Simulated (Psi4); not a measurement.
**GaF: single-point calculation**

System: GaF, SMILES [F][Ga].
Method: B3LYP/pcseg-0, RKS (Psi4 1.11).

The geometry comes from this level: PBE0-D4/def2-TZVP.

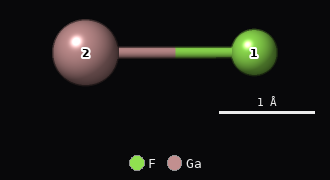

Fig. 1: The structure (ball-and-stick view, seen on its broad side; atoms are numbered from 1 in the order of the input). Sticks mark near contacts. Bond lengths as drawn: F–Ga 1.79 Å.

## Summary

| quantity | value |
| --- | --- |
| outcome | converged |
| total energy | −2022.119746 hartree |
| basis functions | 31 |
| HOMO | −7.28 eV |
| LUMO | −1.32 eV |
| dipole moment | 1.58 D |
| hardware | 1 thread of Intel Xeon @ 2.70GHz, 189 GiB of memory available, shared host |
| wall time | 4.5 s |
| peak memory | 0.29 GiB |

## Input (run.py)
```python
import psi4

psi4.set_memory(1600000000)
psi4.set_num_threads(1)
psi4.set_output_file('run.log', False)

molecule = psi4.geometry("""
0 1
F      0.00000000     0.00000000     0.01190527
Ga     0.00000000     0.00000000     3.38799548
units au
symmetry c1
""")

options = {'basis': 'pcseg-0', 'puream': True, 'scf_type': 'pk', 'dft_radial_points': 99, 'dft_spherical_points': 590}
psi4.set_options(options)

E, wfn = psi4.energy('b3lyp', return_wfn=True)
print('E =', round(E, 9))
```

Run as:
```bash
python run.py
```

## Log
```
h
    h
    h

    -----------------------------------------------------------------------

   => Loading Basis Set <=

    Name: PCSEG-0
    Role: ORBITAL
    Keyword: BASIS

         ---------------------------------------------------------
                                   SCF
                              RKS Reference
                        1 Threads,   1525 MiB Core
         ---------------------------------------------------------

  ==> Geometry <==

    Molecular point group: c1
    Full point group: C_inf_v

    Geometry (in Bohr), charge = 0, multiplicity = 1:

       Center              X                  Y                   Z               Mass
    ------------   -----------------  -----------------  -----------------  -----------------
         F            0.000000000000     0.000000000000    -2.646592690008    18.998403162730
         GA           0.000000000000     0.000000000000     0.729497519992    68.925573500000

  Running in c1 symmetry.

  Rotational constants: A = ************  B =      0.35463  C =      0.35463 [cm^-1]
  Rotational constants: A = ************  B =  10631.55238  C =  10631.55238 [MHz]
  Nuclear repulsion =   82.639971874448236

  Charge       = 0
  Multiplicity = 1
  Electrons    = 40
  Nalpha       = 20
  Nbeta        = 20

  ==> Algorithm <==

  SCF Algorithm Type is PK.
  DIIS enabled.
  MOM disabled.
  Fractional occupation disabled.
  Guess Type is SAD.
  Energy threshold   = 1.00e-06
  Density threshold  = 1.00e-06
  Integral threshold = 1.00e-12

  ==> Primary Basis <==

  Basis Set: PCSEG-0
    Blend: PCSEG-0
    Number of shells: 15
    Number of basis functions: 31
    Number of Cartesian functions: 32
    Spherical Harmonics?: true
    Max angular momentum: 2

  ==> DFT Potential <==

   => LibXC <=

    Version 7.1.2

   => Composite Functional: B3LYP <=

    B3LYP Hyb-GGA Exchange-Correlation Functional

    Deriv               =              1
    GGA                 =           TRUE
    Meta                =          FALSE

    Exchange Hybrid     =           TRUE
    MP2 Hybrid          =          FALSE

   => Exchange Functionals <=

    0.0800   Slater exchange
    0.7200         Becke 88

   => Exact (HF) Exchange <=

    0.2000               HF

   => Correlation Functionals <=

    0.1900   Vosko, Wilk & Nusair (VWN5_RPA)
    0.8100   Lee, Yang & Parr

   => LibXC Density Thresholds  <==

    XC_HYB_GGA_XC_B3LYP:  1.00E-15

   => Molecular Quadrature <=

    Radial Scheme          =       TREUTLER
    Pruning Scheme         =           NONE
    Nuclear Scheme         =       TREUTLER

    Blocking Scheme        =         OCTREE
    BS radius alpha        =              1
    Pruning alpha          =              1
    Radial Points          =             99
    Spherical Points       =            590
    Total Points           =         109714
    Total Blocks           =            892
    Max Points             =            256
    Max Functions          =             31
    Weights Tolerance      =       1.00E-15

  ==> Integral Setup <==

  Using in-core PK algorithm.
   Calculation information:
      Number of atoms:                   2
      Number of AO shells:              15
      Number of primitives:             32
      Number of atomic orbitals:        32
      Number of basis functions:        31

      Integral cutoff                 1.00e-12
      Number of threads:                 1

  Performing in-core PK
  Using 246512 doubles for integral storage.
  We computed 6846 shell quartets total.
  Whereas there are 7260 unique shell quartets.

  ==> DiskJK: Disk-Based J/K Matrices <==

    J tasked:                  Yes
    K tasked:                  Yes
    wK tasked:                  No
    Memory [MiB]:             1065
    Schwarz Cutoff:          1E-12

  Cached 100.0% of DFT collocation blocks in 0.077 [GiB].

  Minimum eigenvalue in the overlap matrix is 1.0606673092E-01.
  Reciprocal condition number of the overlap matrix is 4.0186636622E-02.
    Using symmetric orthogonalization.

  ==> Pre-Iterations <==

  SCF Guess: Superposition of Atomic Densities via on-the-fly atomic UHF (no occupation information).

   -------------------------
    Irrep   Nso     Nmo
   -------------------------
     A         31      31
   -------------------------
    Total      31      31
   -------------------------

  ==> Iterations <==

                        Total Energy        Delta E     RMS |[F,P]|

   @RKS iter SAD: -2018.03487278739658   -2.01803e+03   0.00000e+00
   @RKS iter   1: -2021.70759202701470   -3.67272e+00   3.29844e-02 ADIIS/DIIS
   @RKS iter   2: -2022.06078232570576   -3.53190e-01   1.21658e-02 ADIIS/DIIS
   @RKS iter   3: -2022.06320314168897   -2.42082e-03   1.28508e-02 ADIIS/DIIS
   @RKS iter   4: -2022.11901426460759   -5.58111e-02   1.46187e-03 ADIIS/DIIS
   @RKS iter   5: -2022.11974392232582   -7.29658e-04   7.52139e-05 DIIS
   @RKS iter   6: -2022.11974546445754   -1.54213e-06   1.35224e-05 DIIS
   @RKS iter   7: -2022.11974554117774   -7.67202e-08   1.08850e-06 DIIS
   @RKS iter   8: -2022.11974554173707   -5.59339e-10   7.48023e-08 DIIS
  Energy and wave function converged.

  ==> Post-Iterations <==

   Electrons on quadrature grid:
      Ntotal   =   40.0000000850 ; deviation = 8.504e-08

    Orbital Energies [Eh]
    ---------------------

    Doubly Occupied:

       1A   -372.291991     2A    -45.371474     3A    -40.625683
       4A    -40.625683     5A    -40.624088     6A    -24.601543
       7A     -5.380641     8A     -3.766920     9A     -3.766920
      10A     -3.760842    11A     -1.087999    12A     -0.807593
      13A     -0.807593    14A     -0.803031    15A     -0.803031
      16A     -0.799022    17A     -0.416844    18A     -0.344193
      19A     -0.344193    20A     -0.267393

    Virtual:

      21A     -0.048330    22A     -0.048330    23A      0.054444
      24A      0.188253    25A      0.715755    26A      0.715755
      27A      0.743564    28A      1.451825    29A      1.839319
      30A      1.839319    31A      2.061348

    Final Occupation by Irrep:
              A
    DOCC [    20 ]
    NA   [    20 ]
    NB   [    20 ]

  @RKS Final Energy: -2022.11974554173707

   => Energetics <=

    Nuclear Repulsion Energy =             82.6399718744482357
    One-Electron Energy =               -2986.4118535707925730
    Two-Electron Energy =                 950.5034176228689375
    DFT Exchange-Correlation Energy =     -68.8512814682617460
    Empirical Dispersion Energy =           0.0000000000000000
    VV10 Nonlocal Energy =                  0.0000000000000000
    Total Energy =                      -2022.1197455417370747

Computation Completed

Properties will be evaluated at   0.000000,   0.000000,   0.000000 [a0]

Properties computed using the SCF density matrix

 Multipole Moments:

 ------------------------------------------------------------------------------------
     Multipole            Electronic (a.u.)      Nuclear  (a.u.)        Total (a.u.)
 ------------------------------------------------------------------------------------

 L = 1.  Multiply by 2.5417464519 to convert [e a0] to [Debye]
 Dipole X            :          0.0000000            0.0000000            0.0000000
 Dipole Y            :         -0.0000000            0.0000000           -0.0000000
 Dipole Z            :          1.8249211           -1.2049111            0.6200100
 Magnitude           :                                                    0.6200100

 ------------------------------------------------------------------------------------

	total time  =          2 seconds =       0.03 minutes
```

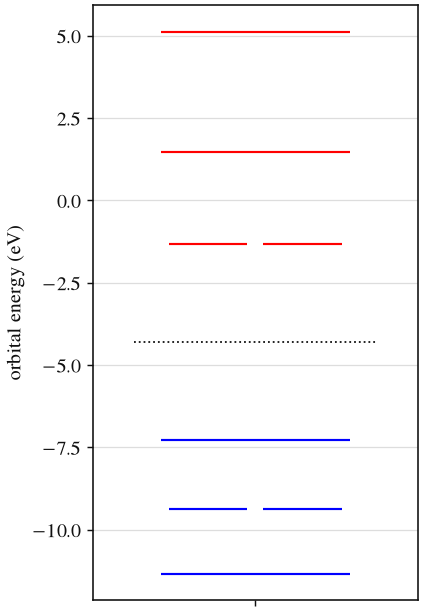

Fig. 2: Orbital energies near the frontier; the dotted line parts filled from empty levels, and levels within 0.02 eV of each other stand side by side. Highest filled −7.28 eV, lowest empty −1.32 eV, 5.96 eV apart.
